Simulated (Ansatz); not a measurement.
# Calculations on TiH$_{3}$SOClF$_{2}$

Part 1: Relaxation

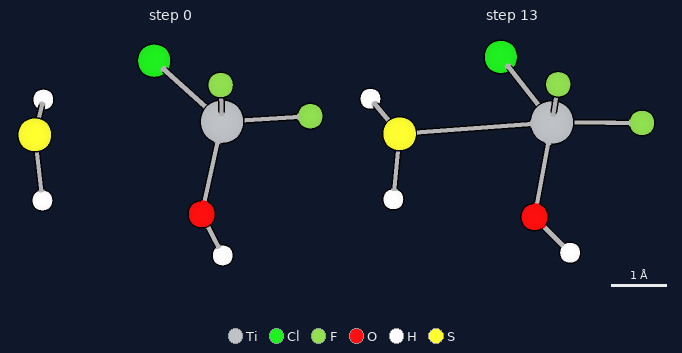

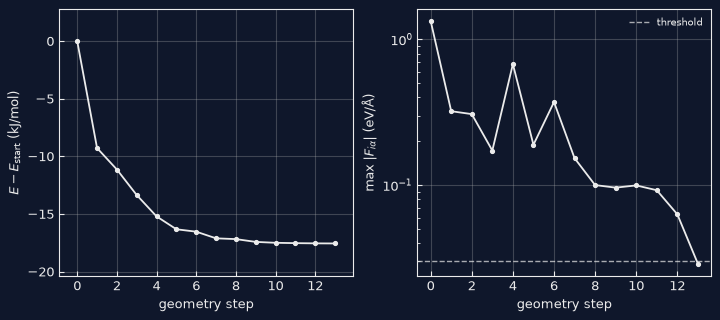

First and last geometry of a relaxation of TiH3SOClF2, with the history of the run. A ball-and-stick model, seen face on.

The run prepares an end point of a later path (reaction) calculation, from a guessed geometry.

All numbers below come from RKS PBE0-D4/def2-SVP (Ansatz). Settings: no spin polarisation; force threshold 0.03 eV/Å; at most 50 steps.

Did the run converge, and what did it change?

Answer. It converged. Over 13 geometry steps the energy falls by 17.6 kJ/mol. Largest force component: 1.3 eV/Å at the start, 0.029 eV/Å at the end. The atom that moves furthest after the best rigid fit is the S atom (0.44 Å). By element the largest moves are S 0.44 Å, H 0.27 Å, F 0.22 Å, Ti 0.20 Å, O 0.17 Å, Cl 0.13 Å. Some distances before and after: S–Ti 3.595 → 2.964 Å, Cl–Ti 2.328 → 2.222 Å, H–S 1.379 → 1.350 Å, O–Ti 1.747 → 1.774 Å. New bonds form, among them: S–Ti (3.60 → 2.96 Å). Among the angles between lasting bonds that change: Ti–O–H 132.7° → 123.5°, F–Ti–O 105.2° → 99.3°, F–Ti–F 106.7° → 101.6°. Groups turn about O–Ti by about 20°.

```
step  E − E(0), kJ/mol  largest force component, eV/Å
   0              0.00                         1.3404
   1             -9.28                         0.3218
   2            -11.14                         0.3074
   3            -13.36                         0.1728
   4            -15.21                         0.6775
   5            -16.32                         0.1894
   6            -16.53                         0.3720
   7            -17.11                         0.1533
   8            -17.18                         0.1002
   9            -17.42                         0.0962
  10            -17.50                         0.0997
  11            -17.53                         0.0924
  12            -17.55                         0.0631
  13            -17.56                         0.0289
```

Limits of the set-up: the start holds two separate molecules, 2.6 Å apart at their closest, whose relative position is a soft coordinate.

Part 2: Relaxation

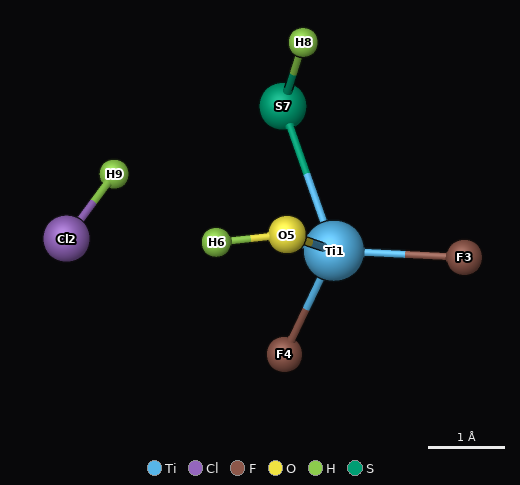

TiH$_{3}$SOClF$_{2}$, before the relaxation. Style: ball-and-stick. Shown at a tilt.

The run prepares an end point of a later path (reaction) calculation, from a guessed geometry.

Method: RKS PBE0-D4/def2-SVP (Ansatz 0.2.0).

Input file:
```yaml
crystal:
  periodic: [false, false, false]
  atoms:
    - { symbol: Ti, position_ang: [0.471767, -0.479603, -0.407222] }
    - { symbol: Cl, position_ang: [-1.23981, -0.682089, 2.725286] }
    - { symbol: F, position_ang: [0.9942, -0.522071, -2.054175] }
    - { symbol: F, position_ang: [0.423212, 1.13692, 0.196395] }
    - { symbol: O, position_ang: [-1.057892, -1.316992, -0.313216] }
    - { symbol: H, position_ang: [-1.649341, -1.279499, 0.458047] }
    - { symbol: S, position_ang: [1.996248, -1.659205, 0.991117] }
    - { symbol: H, position_ang: [1.530114, -2.865803, 0.576318] }
    - { symbol: H, position_ang: [0.005102, -1.145658, 2.57135] }
basis:
  gaussian: { orbitals: def2-SVP }
hamiltonian:
  xc: pbe0
  dispersion: d4
relax:
  f_tol: 0.03
  max_steps: 50
output:
  orbitals: {}
```

Run as
```bash
ansatz run input.yaml --threads 4 --pin off --max-ram 5120MiB --backend cpu --events-out ev --progress --plain --runs-dir out
```

> What does the optimiser find from here?

Over 13 accepted moves (14 points after the start) the energy falls by 8.63 kJ/mol. The largest force component goes from 0.83 to 0.019 eV/Å. The line search rejected the trial step at point 13 of the run. The largest move after the best rigid fit is that of Cl2, 0.64 Å. Largest moves by element: Cl 0.64 Å, F 0.47 Å, O 0.33 Å, S 0.32 Å, H 0.28 Å, Ti 0.13 Å. Near-neighbour distances that change, for instance: Ti1–Cl2 3.575 → 3.952 Å, Ti1–S7 2.381 → 2.328 Å, Cl2–H9 1.337 → 1.315 Å, Ti1–O5 1.746 → 1.739 Å. Among the angles between lasting bonds that change: Ti1–O5–H6 123.8° → 128.9°, F3–Ti1–F4 111.4° → 114.1°, F4–Ti1–O5 113.9° → 111.8°. Groups turn about Ti1–O5 by about 25°. Cost: 43 s on 4 threads of Arm Neoverse V2, with other jobs on the host, peak memory 0.36 GiB.

The structure at the end:

```xyz
9

Ti    0.5129   -0.4120   -0.5120
Cl   -1.3013   -1.2969    2.8861
F     1.0073   -0.8748   -2.1080
F     0.6420    1.2842   -0.1953
O    -1.0958   -1.0029   -0.2200
H    -1.5838   -1.0633    0.6236
S     1.8305   -1.4189    1.1218
H     1.5134   -2.6551    0.6632
H    -0.0517   -1.3744    2.4846
```

After the run, drawn alike:

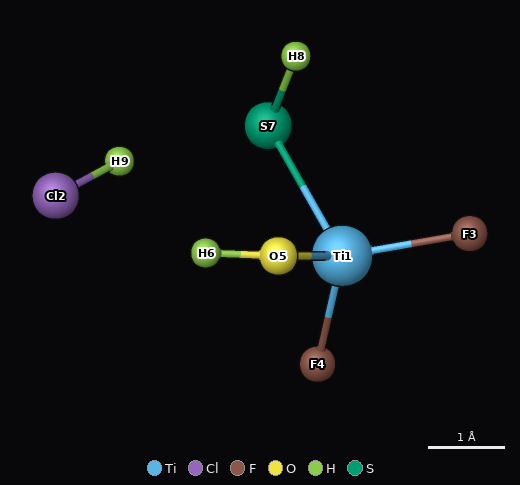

Limits of the set-up: the start holds two separate molecules, 2.4 Å apart at their closest, whose relative position is a soft coordinate.

Part 3: Path

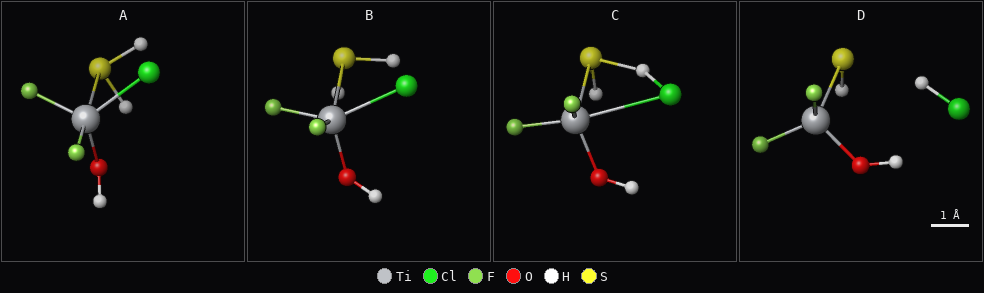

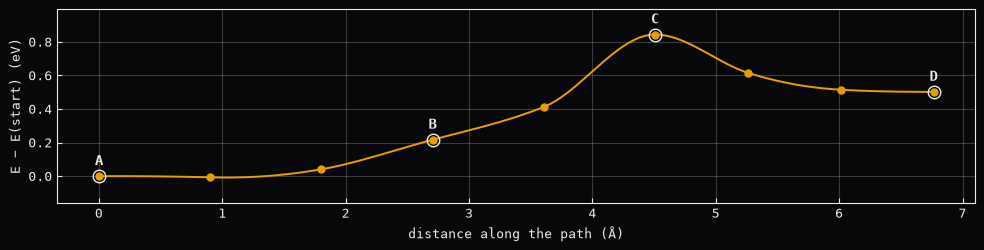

A nudged-elastic-band calculation for TiH$_{3}$SOClF$_{2}$. Images are numbered from 0 (start) to 8 (end). Frames A to D are images 0, 3, 5, 8. A ball-and-stick model, seen from a free direction.

Level of theory: RKS PBE0-D4/def2-SVP (Ansatz). Run with 7 movable images; climbing image; force threshold 0.05 eV/Å; iteration limit 60; starting path through a guess of the saddle point.

**What happens along the path, and what is the barrier?**

Breaking: H–S (1.35 → 2.32 Å), Cl–Ti (2.22 → 3.95 Å). Forming: Cl–H (2.92 → 1.31 Å). The highest point, image 5, lies 0.84 eV above the start and 0.34 eV above the end; the end is at +0.50 eV relative to the start. Image 1 lies below both ends, at −0.01 eV, which points to an intermediate minimum that so few images don't resolve. The band converged in 19 iterations. The largest component of the band force went from 38 to 0.019 eV/Å. The climbing image converged on the top of the path. Its vibrational analysis gives one imaginary mode (339i cm⁻¹), as a transition state must have.

The run took 5.8 min on 4 threads of Arm Neoverse V2, with other jobs on the host, peak memory 0.37 GiB.
